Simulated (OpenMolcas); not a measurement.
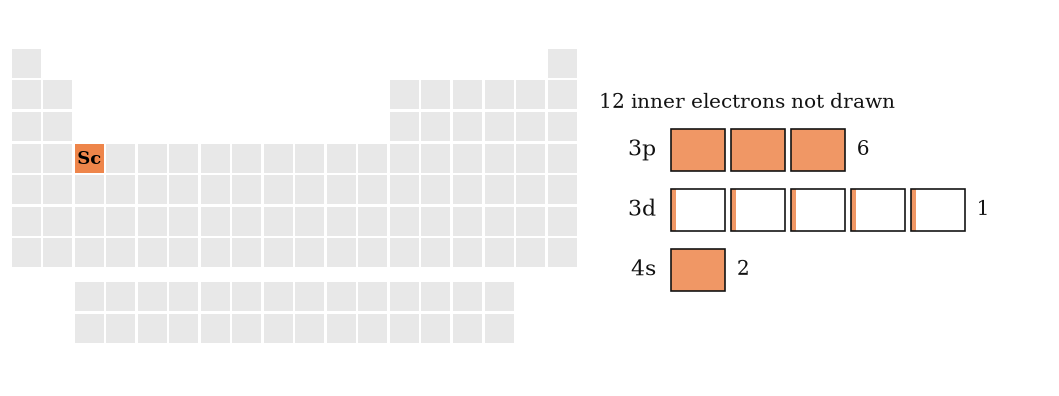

Fig. 1: Left, the place of scandium in the periodic table; right, the outer shells of the leading configuration of the lowest level: a box for each of the 2l + 1 orbitals, shaded by the share of the shell that is filled, with the electron count at the right.

# Multiconfigurational calculation for Sc (part 1 of 2)

Sc. Computed at this level: state-averaged CASSCF, active space 3 electrons in the shells 3d 4s, basis ANO-RCC-VTZP, DKH2 scalar Hamiltonian, spin-orbit coupling by RASSI with atomic mean-field integrals (OpenMolcas).

Output (extracts):
```
--- SEWARD ---
Basis set label: SC.ANO-RCC...6S5P3D2F1G.

      Electronic valence basis set:
      ------------------
      Associated Effective Charge  21.000000 au
      Associated Actual Charge     21.000000 au
      Nuclear Model: Point charge

      Shell  nPrim  nBasis  Cartesian Spherical Contaminant
         s      21       6        X
         p      15       5        X
         d      10       3                 X
         f       6       2                 X
         g       4       1                 X
                  Relativistic Douglas-Kroll-Hess integrals:
                    - DKH order of Hamiltonian: 2
                    - DKH order of Properties : 0
                  Atomic mean-field integrals
--- RASSCF ---
Wave function specifications:
      -----------------------------

      Number of closed shell electrons          18
      Number of electrons in active shells       3
      Max number of holes in RAS1 space          0
      Max nr of electrons in RAS3 space          0
      Number of inactive orbitals                9
      Number of active orbitals                  6
      Number of secondary orbitals              44
      Spin quantum number                      0.5
      State symmetry                             1
Orbital specifications:
      -----------------------

      Symmetry species                           1   2
                                                ag  au
      Frozen orbitals                            0   0
      Inactive orbitals                          3   6
      Active orbitals                            6   0
      RAS1 orbitals                              0   0
      RAS2 orbitals                              6   0
      RAS3 orbitals                              0   0
      Secondary orbitals                        21  23
      Deleted orbitals                           0   0
      Number of basis functions                 30  29
      Number of CSFs                            70
      Number of root(s) required                29
      Iter CI   SX   CI       RASSCF       Energy    max ROT     max BLB   max BLB  Level Ln srch  Step   QN
          iter iter root      energy       change     param      element    value   shift minimum  type update
 Nr of preliminary CI iterations:   1
        1   1   10    0  -763.19581508    0.00E+00  -5.67E-02    6  10 2 -2.80E-02*  0.12   0.00    SX    NO
        2   1   10    0  -763.19910689   -3.29E-03*  1.99E-02    6  10 2  2.81E-02*  0.11   0.00    SX    NO
        3   1   10    0  -763.19970094   -5.94E-04* -1.22E-02    6  10 2 -9.05E-03*  0.11   0.00    SX    NO
        4   1   10    0  -763.19985191   -1.51E-04*  5.51E-03    6  10 2  6.48E-03*  0.11   0.00    SX    NO
        5   1    9    0  -763.19988810   -3.62E-05* -2.01E-03    6  10 2 -2.54E-03*  0.11   0.73    QN   YES
        6   1    8    0  -763.19989949   -1.14E-05*  1.35E-03    9  10 1 -4.09E-04*  0.11   1.23    QN   YES
        7   1    7    0  -763.19990072   -1.23E-06*  4.63E-04    9  10 1 -1.39E-04*  0.11   1.21    QN   YES
        8   1    7    0  -763.19990080   -7.36E-08*  3.84E-05    3  11 1 -1.86E-05   0.11   1.08    QN   YES
        9   1    5    0  -763.19990080   -9.85E-10  -3.91E-06    6   7 2  3.07E-06   0.11   1.11    QN   YES
      Convergence after  9 iterations
       10   1    5    0  -763.19990080   -3.74E-11  -3.91E-06    6  10 2 -1.00E-06   0.11   1.11    QN   YES
      Natural orbitals and occupation numbers for root  1
      sym 1:   0.981091   0.023210   0.001474   0.021737   0.022041   1.950448
      Natural orbitals and occupation numbers for root  2
      sym 1:   0.022907   0.023304   0.001526   0.980905   0.020818   1.950540
      Natural orbitals and occupation numbers for root  3
      sym 1:   0.024543   0.979701   0.023910   0.018830   0.001878   1.951138
::    RASSCF root number  1 Total energy:   -763.25946060
::    RASSCF root number  2 Total energy:   -763.25946060
::    RASSCF root number  3 Total energy:   -763.25946060
::    RASSCF root number  4 Total energy:   -763.25946060
::    RASSCF root number  5 Total energy:   -763.25946060
::    RASSCF root number  6 Total energy:   -763.20542730
::    RASSCF root number  7 Total energy:   -763.20542730
::    RASSCF root number  8 Total energy:   -763.20542730
::    RASSCF root number  9 Total energy:   -763.20542730
::    RASSCF root number 10 Total energy:   -763.20542730
::    RASSCF root number 11 Total energy:   -763.20542730
::    RASSCF root number 12 Total energy:   -763.20542730
::    RASSCF root number 13 Total energy:   -763.19277072
::    RASSCF root number 14 Total energy:   -763.19277072
::    RASSCF root number 15 Total energy:   -763.19277072
::    RASSCF root number 16 Total energy:   -763.19277072
::    RASSCF root number 17 Total energy:   -763.19277072
::    RASSCF root number 18 Total energy:   -763.17676053
::    RASSCF root number 19 Total energy:   -763.17676053
::    RASSCF root number 20 Total energy:   -763.17676053
::    RASSCF root number 21 Total energy:   -763.17676053
::    RASSCF root number 22 Total energy:   -763.17676053
::    RASSCF root number 23 Total energy:   -763.17676053
::    RASSCF root number 24 Total energy:   -763.17676053
::    RASSCF root number 25 Total energy:   -763.17676053
::    RASSCF root number 26 Total energy:   -763.17676053
::    RASSCF root number 27 Total energy:   -763.16904360
::    RASSCF root number 28 Total energy:   -763.16904360
::    RASSCF root number 29 Total energy:   -763.16904360
--- RASSCF ---
Wave function specifications:
      -----------------------------

      Number of closed shell electrons          18
      Number of electrons in active shells       3
      Max number of holes in RAS1 space          0
      Max nr of electrons in RAS3 space          0
      Number of inactive orbitals                9
      Number of active orbitals                  6
      Number of secondary orbitals              44
      Spin quantum number                      1.5
      State symmetry                             1
Orbital specifications:
      -----------------------

      Symmetry species                           1   2
                                                ag  au
      Frozen orbitals                            0   0
      Inactive orbitals                          3   6
      Active orbitals                            6   0
      RAS1 orbitals                              0   0
      RAS2 orbitals                              6   0
      RAS3 orbitals                              0   0
      Secondary orbitals                        21  23
      Deleted orbitals                           0   0
      Number of basis functions                 30  29
      Number of CSFs                            20
      Number of root(s) required                20
      Iter CI   SX   CI       RASSCF       Energy    max ROT     max BLB   max BLB  Level Ln srch  Step   QN
          iter iter root      energy       change     param      element    value   shift minimum  type update
 Nr of preliminary CI iterations:   1
        1   1    0    0  -763.13424290    0.00E+00   0.00E+00    6  10 2  7.95E-02*  0.00   0.00    SX    NO
      Natural orbitals and occupation numbers for root  1
      sym 1:   0.895972   0.895972  -0.000000   0.104028   0.104028   1.000000
      Natural orbitals and occupation numbers for root  2
      sym 1:   0.212916   0.787084   0.000000   0.787084   0.212916   1.000000
      Natural orbitals and occupation numbers for root  3
      sym 1:   0.738149   0.261851   0.000000   0.738149   0.261851   1.000000
::    RASSCF root number  1 Total energy:   -763.23860941
::    RASSCF root number  2 Total energy:   -763.23860941
::    RASSCF root number  3 Total energy:   -763.23860941
::    RASSCF root number  4 Total energy:   -763.23860941
::    RASSCF root number  5 Total energy:   -763.23860941
::    RASSCF root number  6 Total energy:   -763.23860941
::    RASSCF root number  7 Total energy:   -763.23860941
::    RASSCF root number  8 Total energy:   -763.19851467
::    RASSCF root number  9 Total energy:   -763.19851467
::    RASSCF root number 10 Total energy:   -763.19851467
::    RASSCF root number 11 Total energy:   -763.05393324
::    RASSCF root number 12 Total energy:   -763.05393324
::    RASSCF root number 13 Total energy:   -763.05393324
::    RASSCF root number 14 Total energy:   -763.05393324
::    RASSCF root number 15 Total energy:   -763.05393324
::    RASSCF root number 16 Total energy:   -763.05393324
::    RASSCF root number 17 Total energy:   -763.05393324
::    RASSCF root number 18 Total energy:   -763.01383850
::    RASSCF root number 19 Total energy:   -763.01383850
::    RASSCF root number 20 Total energy:   -763.01383850
```

(Continued in part 2.) Outcome of the run: converged.
